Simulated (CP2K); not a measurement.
# C2H3F3 (1,1,2-trifluoroethane) at PM3

What is the vertical ionisation energy of C2H3F3 (1,1,2-trifluoroethane) at PM3? 

Program for the calculation: CP2K 2026.2.

7 further runs of the same task are left out: 4 that didn't finish, 3 set aside as unsound or not needed.

### Step 1. The system as given

C2H3F3: 8 atoms, total charge 0, spin state singlet. As SMILES, `FCC(F)F`. The shape is that of a PBE0-D4/def2-TZVP optimisation. This is one conformer, not always the lowest.

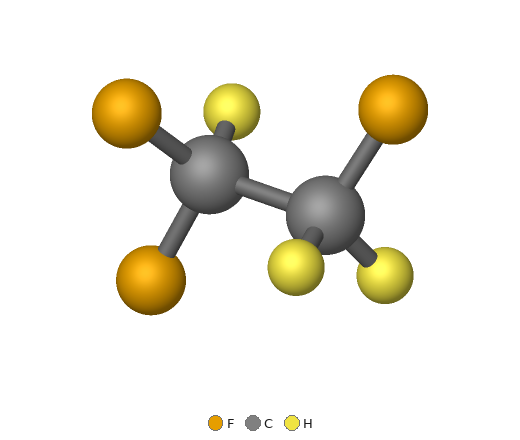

The structure, seen from a chosen angle (fluorine amber, carbon grey, hydrogen yellow).

### Step 2. The energy at PM3

run.inp reads:

```
&GLOBAL
  PROJECT run
  RUN_TYPE ENERGY
  PRINT_LEVEL MEDIUM
&END GLOBAL

&FORCE_EVAL
  METHOD QS
  &DFT
    CHARGE 0
    MULTIPLICITY 1
    # Quickstep
    &QS
      METHOD PM3
      EPS_DEFAULT 1.0E-10
      &SE
        &COULOMB
          CUTOFF [angstrom] 50
          RC_RANGE [angstrom] 0
        &END COULOMB
        &EXCHANGE
          CUTOFF [angstrom] 50
          RC_RANGE [angstrom] 0
        &END EXCHANGE
      &END SE
    &END QS
    # cluster boundary conditions
    &POISSON
      PERIODIC NONE
      POISSON_SOLVER ANALYTIC
    &END POISSON
    &SCF
      SCF_GUESS ATOMIC
      EPS_SCF 1.0E-07
      MAX_SCF 40
      &OT ON
        MINIMIZER DIIS
        PRECONDITIONER FULL_ALL
      &END OT
      &OUTER_SCF
        EPS_SCF 1.0E-07
        MAX_SCF 10
      &END OUTER_SCF
    &END SCF
    # extra output
    &PRINT
      &MOMENTS
        PERIODIC F
        REFERENCE COM
        MAX_MOMENT 1
      &END MOMENTS
      &MO_CUBES
        NLUMO 3
        NHOMO -1
        WRITE_CUBE F
      &END MO_CUBES
      &HIRSHFELD OFF
      &END HIRSHFELD
    &END PRINT
  &END DFT
  # structure
  &SUBSYS
    # vacuum box
    &CELL
      ABC [angstrom] 10.2 10.5 10.7
      PERIODIC NONE
    &END CELL
    &COORD
      F     -1.142800    -0.681000     1.163100
      C     -0.188200     0.195100     0.711800
      C      0.172900    -0.152400    -0.711300
      F      0.824200    -1.335800    -0.756500
      F      1.011700     0.803600    -1.182200
      H      0.701700     0.118900     1.342500
      H     -0.588500     1.211500     0.747300
      H     -0.698800    -0.217000    -1.370500
    &END COORD
    &TOPOLOGY
      &CENTER_COORDINATES
      &END CENTER_COORDINATES
    &END TOPOLOGY
  &END SUBSYS
&END FORCE_EVAL
```

Run with:

```sh
$ OMP_NUM_THREADS=1 cp2k.psmp -i run.inp -o run.out
```

Standard output, shortened:

```text
CP2K| version string:                                       CP2K version 2026.2
[...]
 GLOBAL| Method name                                                        CP2K
[...]
 GLOBAL| Run type                                                         ENERGY
[...]
                             - Atoms:                                          8
[...]
                             - Spherical basis functions:                     23
[...]
 Number of electrons:                                                         32
[...]
     1 OT DIIS     0.15E+00    0.0     0.35522858       -53.9633485219 -5.40E+01
[...]
     9 OT DIIS     0.15E+00    0.0     0.00000003       -58.9733116681 -1.36E-12
  *** SCF run converged in     9 steps ***
  Core-core repulsion energy [eV]:                           2471.72531526628200
  Core Hamiltonian energy [eV]:                             -2727.75482334060371
  Two-electron integral energy [eV]:                        -2697.43182603980995
  Electronic energy [eV]:                                   -4076.47073636050891
  Total energy [eV]:                                        -1604.74542109422691
  Atomic reference energy [eV]:                              1598.28779910543699
  Heat of formation [kcal/mol]:                              -148.91631255142048
[...]
 SE_DIPOLE| Moment [Debye]          0.61985242      -1.24744824      -0.16790093
 SE_DIPOLE| Derivative [a.u.]       0.00000000       0.00000000       0.00000000
 *** WARNING in qs_scf_post_se.F:140 :: Printing of MO cube files not ***
 *** implemented for Semi-Empirical method.                           ***
 ENERGY| Total FORCE_EVAL ( QS ) energy [hartree]            -58.973311668145108
[...]
```

Wall time 0.48 s (1 thread of Arm Neoverse V2, shared host).

### Step 3. The doublet cation

job.inp reads:

```
&GLOBAL
  PROJECT_NAME job
  RUN_TYPE ENERGY
  PRINT_LEVEL MEDIUM
&END GLOBAL

&FORCE_EVAL
  METHOD Quickstep
  &DFT
    CHARGE 1
    MULTIPLICITY 2
    LSD T
    &QS
      METHOD PM3
      EPS_DEFAULT 1.0E-10
      &SE
        &COULOMB
          CUTOFF [angstrom] 50
          RC_RANGE [angstrom] 0
        &END COULOMB
        &EXCHANGE
          CUTOFF [angstrom] 50
          RC_RANGE [angstrom] 0
        &END EXCHANGE
      &END SE
    &END QS
    &POISSON
      PERIODIC NONE
      POISSON_SOLVER ANALYTIC
    &END POISSON
    &SCF
      SCF_GUESS ATOMIC
      EPS_SCF 1.0E-07
      MAX_SCF 40
      &OT
        MINIMIZER DIIS
        PRECONDITIONER FULL_ALL
      &END OT
      &OUTER_SCF
        EPS_SCF 1.0E-07
        MAX_SCF 10
      &END OUTER_SCF
    &END SCF
    &PRINT
      &MOMENTS
        PERIODIC F
        REFERENCE COM
        MAX_MOMENT 1
      &END MOMENTS
      &MO_CUBES
        NLUMO 3
        NHOMO -1
        WRITE_CUBE F
      &END MO_CUBES
      &HIRSHFELD OFF
      &END HIRSHFELD
    &END PRINT
  &END DFT
  &SUBSYS
    &CELL
      ABC 10.2 10.5 10.7
      PERIODIC NONE
    &END CELL
    &COORD
      F     -1.142800    -0.681000     1.163100
      C     -0.188200     0.195100     0.711800
      C      0.172900    -0.152400    -0.711300
      F      0.824200    -1.335800    -0.756500
      F      1.011700     0.803600    -1.182200
      H      0.701700     0.118900     1.342500
      H     -0.588500     1.211500     0.747300
      H     -0.698800    -0.217000    -1.370500
    &END COORD
    &TOPOLOGY
      &CENTER_COORDINATES
      &END CENTER_COORDINATES
    &END TOPOLOGY
  &END SUBSYS
&END FORCE_EVAL
```

Run with:

```sh
$ OMP_NUM_THREADS=1 cp2k.psmp job.inp > job.out
```

Standard output, shortened:

```text
CP2K| version string:                                       CP2K version 2026.2
[...]
 GLOBAL| Method name                                                        CP2K
[...]
 GLOBAL| Run type                                                         ENERGY
[...]
                             - Atoms:                                          8
[...]
                             - Spherical basis functions:                     23
[...]
 Number of electrons:                                                         16
[...]
     1 OT DIIS     0.15E+00    0.0     0.17531461       -53.5651748296 -5.36E+01
[...]
    27 OT DIIS     0.15E+00    0.0     0.00000009       -58.4981496985 -1.40E-11
  *** SCF run converged in    27 steps ***
  Core-core repulsion energy [eV]:                           2471.72531526628200
  Core Hamiltonian energy [eV]:                             -2675.19777280675726
  Two-electron integral energy [eV]:                        -2776.68629760758085
  Electronic energy [eV]:                                   -4063.54092161054814
  Total energy [eV]:                                        -1591.81560634426592
  Atomic reference energy [eV]:                              1598.28779910543699
  Heat of formation [kcal/mol]:                               149.25232257149017
[...]
 SE_DIPOLE| Moment [Debye]          1.11807474      -1.93248152      -0.19298728
 SE_DIPOLE| Derivative [a.u.]       0.00000000       0.00000000       0.00000000
 *** WARNING in qs_scf_post_se.F:140 :: Printing of MO cube files not ***
 *** implemented for Semi-Empirical method.                           ***
 ENERGY| Total FORCE_EVAL ( QS ) energy [hartree]            -58.498149698503290
[...]
```

Wall time 0.96 s (1 thread of Arm Neoverse V2, shared host).

### Step 4. What came out

Level: PM3.

```
                                          quantity            value
                      singlet C2H3F3: total energy     -58.97331 Eh
                     singlet C2H3F3: dipole moment           1.40 D
                 singlet C2H3F3: heat of formation  -148.9 kcal/mol
                      doublet cation: total energy     -58.49815 Eh
                 doublet cation: heat of formation   149.3 kcal/mol
vertical ionisation energy (to the doublet cation)        12.930 eV
```

What this shows: The vertical ionisation energy comes to 12.93 eV (298 kcal/mol).
